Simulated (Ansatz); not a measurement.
# ClH$_{4}$InO$_{3}$: what the fields show

The calculation's input:

```
crystal:
  periodic: [false, false, false]
  atoms:
    - { symbol: In, position_ang: [-0.754599, -0.58447, 0.371745] }
    - { symbol: O, position_ang: [1.662808, 1.496217, -0.702082] }
    - { symbol: O, position_ang: [0.370693, -2.21007, 0.255785] }
    - { symbol: O, position_ang: [-2.394114, -0.230728, -0.686145] }
    - { symbol: H, position_ang: [1.506864, 1.756995, 0.21809] }
    - { symbol: Cl, position_ang: [-0.153617, 0.987216, 2.10733] }
    - { symbol: H, position_ang: [2.456878, 0.951047, -0.645428] }
    - { symbol: H, position_ang: [0.054984, -2.811498, -0.430148] }
    - { symbol: H, position_ang: [-2.749797, 0.64509, -0.489148] }
basis:
  gaussian: { orbitals: def2-SVP }
hamiltonian:
  xc: pbe0
  dispersion: d4
relax:
  f_tol: 0.03
  max_steps: 50
output:
  orbitals: {}
```

Launched as:

```sh
ansatz run input.yaml --threads 2 --pin off --max-ram 3072MiB --backend cpu --events-out ev --progress --plain --runs-dir out
```

The fields are those of the run's last geometry, not of the input's.

Core potentials replace the inner electrons of In.

All numbers below come from RKS PBE0-D4/def2-SVP in Ansatz.

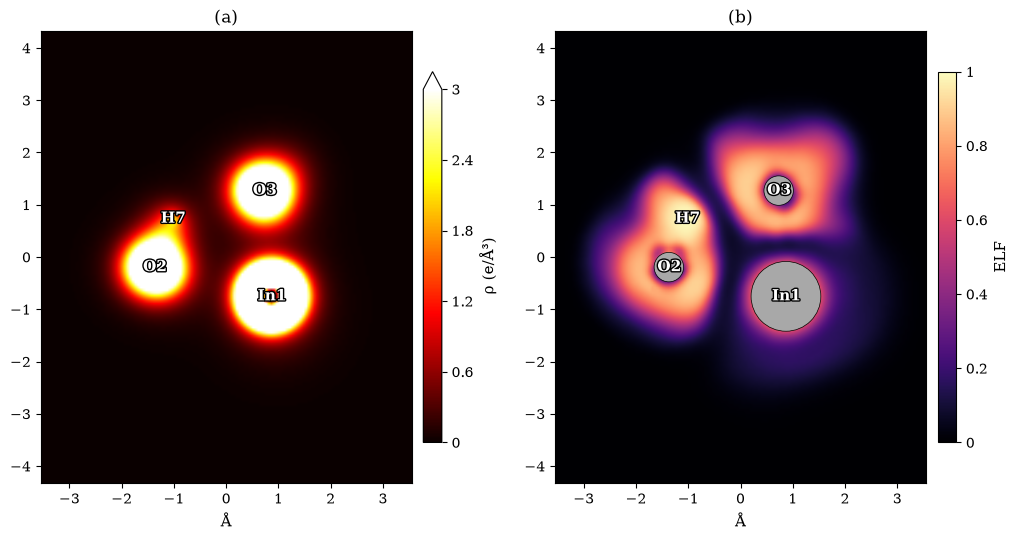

Figure 1. (a) electron density; (b) electron localisation function on the plane of atoms In1, O2 and H7. Grey discs cover the atomic cores in the ELF map.

Q: What does the map show?

A: The section cuts through In, O and H sites. O–H (0.99 Å): the density is about 3.6 e/Å³ at the midpoint; the ELF climbs to about 1 towards the hydrogen, as it does in any bond to H (an ordinary covalent bond to hydrogen). The ELF also peaks beside O3, away from the bonds: lone-pair regions.

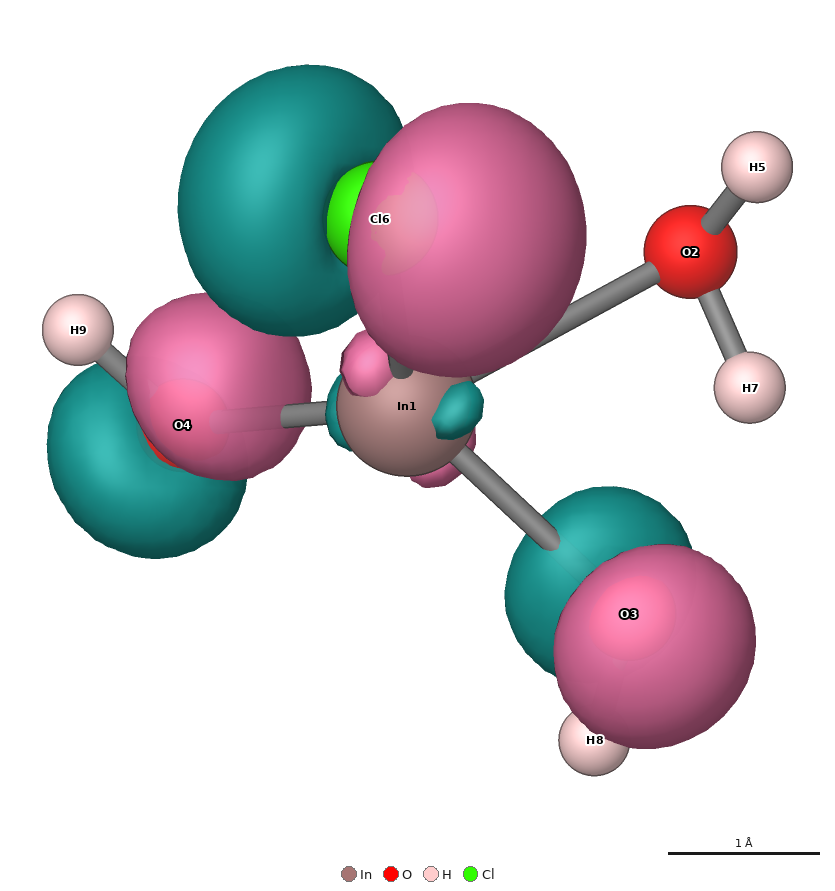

Figure 2. The HOMO−1 at ±0.15 Å⁻³ᐟ² (teal and pink are the two phases), seen at a tilt.

Q: Where does this orbital lie, and at what energy?

A: Its weight (Hirshfeld) is mainly on Cl6 (about 45 %), O3 (about 20 %), O4 (about 20 %) and In1 (about 10 %); largely a combination of lone pairs on Cl6, O3 and O4. Its energy is −8.43 eV.
